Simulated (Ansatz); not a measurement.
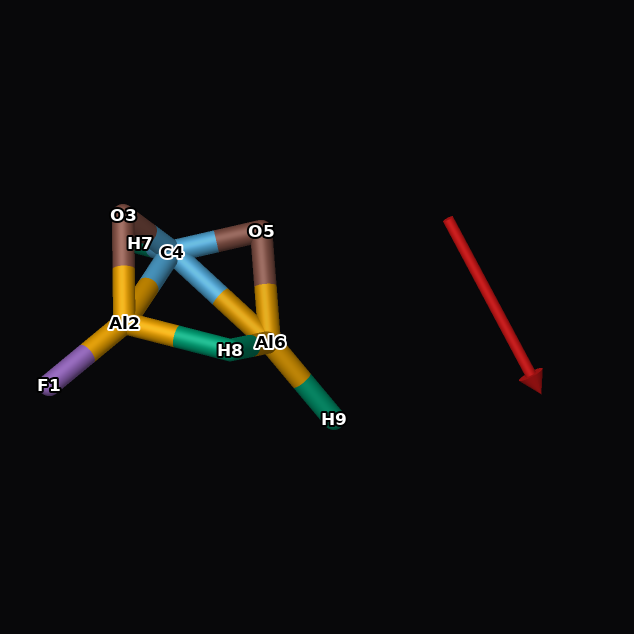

The arrow beside the molecule shows the direction of the dipole moment, from the negative to the positive end (its length means nothing). The geometry was computed by an optimisation with PBE0-D4/def2-TZVP. Properties computed with RKS PBE-D4/def2-TZVPP (Ansatz 0.2.0).

### How large is the dipole moment?

2.11 D; it points from the side of O3 to the side of H9 (the outermost atoms at the two ends).
